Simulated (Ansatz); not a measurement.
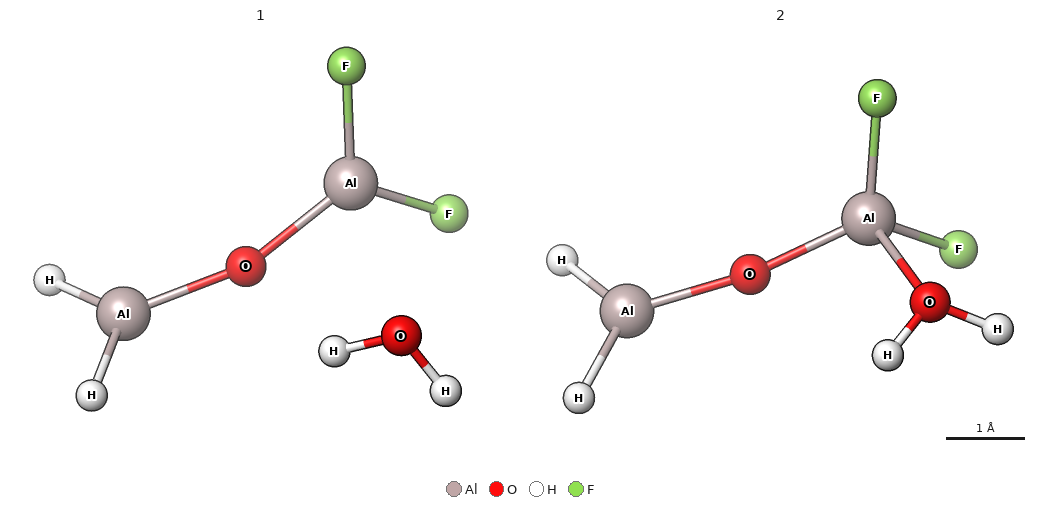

Two geometries of Al2H4O2F2, drawn at one scale. One is the start of a relaxation, the other its converged end. A ball-and-stick model, seen from a free direction.

Computed with RHF/def2-SVP (Ansatz). Set-up: no spin polarisation; force threshold 0.03 eV/Å; at most 50 steps.

Question: Which geometry has the lower energy?

Answer: Structure 2 is the relaxed one. The run prepares an end point of a later path (reaction) calculation, from a guessed geometry. The largest move after the best rigid fit is that of an H atom, 0.94 Å. Largest moves by element: H 0.94 Å, O 0.57 Å, Al 0.56 Å, F 0.52 Å. Among the contacts that change: Al–O 2.960 → 1.957 Å, Al–O 1.730 → 1.688 Å, H–O 0.972 → 0.950 Å, Al–F 1.639 → 1.656 Å. New bonds form, among them: Al–O (2.96 → 1.96 Å). Bond angles that change, for instance: Al–O–Al 161.2° → 168.8°, F–Al–F 118.3° → 114.5°, H–O–H 105.9° → 109.5°. Over 11 accepted moves (13 points after the start) the energy falls by 24.2 kcal/mol. Largest force component: 1.7 eV/Å at the start, 0.026 eV/Å at the end. The line search rejected the trial steps at points 8, 12 of the run. The forces were under the threshold at step 11, but the run went on from there.

Limits of the set-up: the start holds two separate molecules, 2.2 Å apart at their closest, whose relative position is a soft coordinate and is computed without a dispersion correction; Hartree-Fock leaves out electron correlation.
